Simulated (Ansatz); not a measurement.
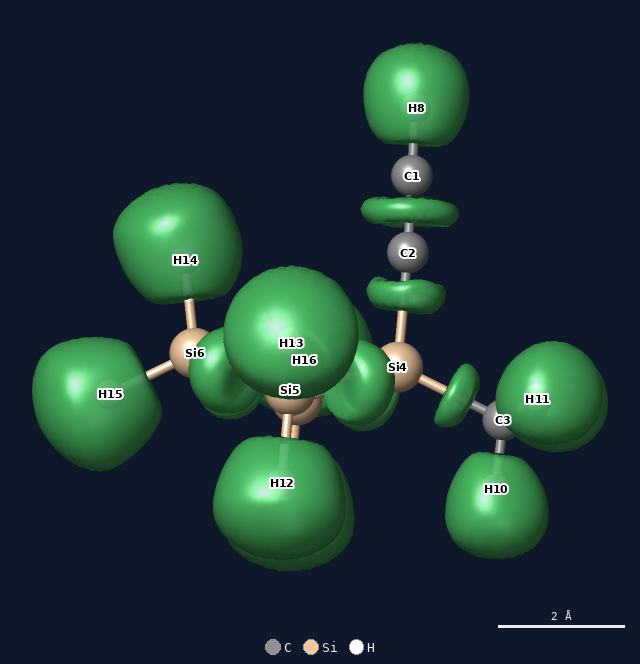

*C₃H₁₀Si₄. Isosurface of the electron localisation function at 0.85 (green), seen across its widest extent. Only the valence region is drawn (cores and ρ < 0.01 e/Å³ removed).*

Geometry: PBE-D3(BJ)/def2-SVP.

Method: Ansatz 0.2.0, isolated molecule in a Gaussian basis; Kohn-Sham density functional theory, functional PBE0.

Input file:

```
crystal:
  periodic: [false, false, false]
  atoms:
    - symbol: C
      position_ang: [-0.623673, 2.203516, 1.742448]
    - symbol: C
      position_ang: [-0.992196, 1.477916, 0.819060]
    - symbol: C
      position_ang: [-2.873948, 1.097598, -1.596262]
    - symbol: Si
      position_ang: [-1.497613, 0.345042, -0.542738]
    - symbol: Si
      position_ang: [0.550674, -0.427270, -1.460044]
    - symbol: Si
      position_ang: [0.680537, -1.874993, 0.412752]
    - symbol: Si
      position_ang: [-1.686789, -1.780825, 0.495595]
    - symbol: H
      position_ang: [-0.302928, 2.844926, 2.553087]
    - symbol: H
      position_ang: [-3.765877, 1.303610, -0.971445]
    - symbol: H
      position_ang: [-3.159619, 0.398460, -2.406736]
    - symbol: H
      position_ang: [-2.532644, 2.049611, -2.049642]
    - symbol: H
      position_ang: [0.293203, -1.251699, -2.698836]
    - symbol: H
      position_ang: [1.657911, 0.554945, -1.736709]
    - symbol: H
      position_ang: [1.283953, -1.164679, 1.595223]
    - symbol: H
      position_ang: [1.340464, -3.217436, 0.238571]
    - symbol: H
      position_ang: [-2.404578, -1.902827, 1.813606]
    - symbol: H
      position_ang: [-2.250436, -2.790774, -0.475430]
basis:
  gaussian:
    orbitals: def2-SVPD
total_charge: 0
hamiltonian:
  xc: pbe0
output: {forces: true, orbitals: {seedname: orbitals}}
```

Command:

```sh
ansatz run input.yaml --threads 2 --pin off --max-ram 5220MiB --events-out events.jsonl --progress --plain --runs-dir runs
```

Where are the electrons localised?

Answer. The surface consists of one region between bonded C–C atoms (shared pairs), two regions between bonded C–Si atoms (shared pairs), four regions between bonded Si–Si atoms (shared pairs) and ten regions around hydrogen nuclei.

Values along the shortest contacts:
C–C (1.23 Å): the ELF peaks at about 0.85 between the atoms; a multiple bond. C–Si (1.84 Å): the ELF peaks at about 0.95 between the atoms, as expected for a covalent bond.
